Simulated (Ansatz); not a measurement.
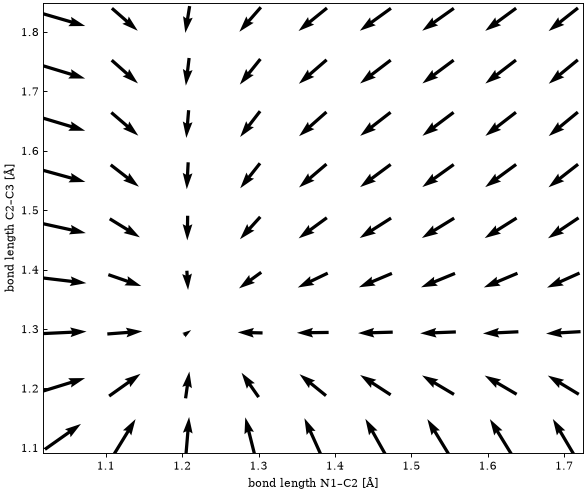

C2H2BrN, SMILES N=C=CBr. 
- The first coordinate is: bond length N1–C2; the second: bond length C2–C3.
- Nothing is relaxed (all other coordinates rigid).
- The grid has 9 × 9 points.
- Points are written as (first, second).
- All numbers below come from RKS CAM-B3LYP-D4/def2-TZVP (Ansatz).

Drawn: arrows along the force (downhill), their lengths compressed.

**The arrows alone are given. Where is the energy lowest?**

The arrows converge at about (1.213 Å, 1.300 Å) (read from the interpolated surface).

The energy map of the same scan:

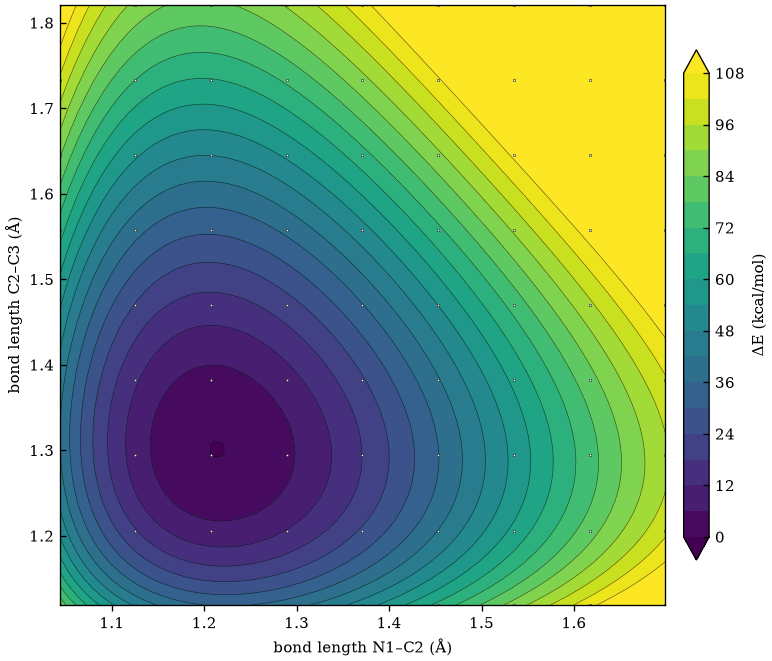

Energies are in kcal/mol, from the lowest grid point; between grid points the surface is interpolated.
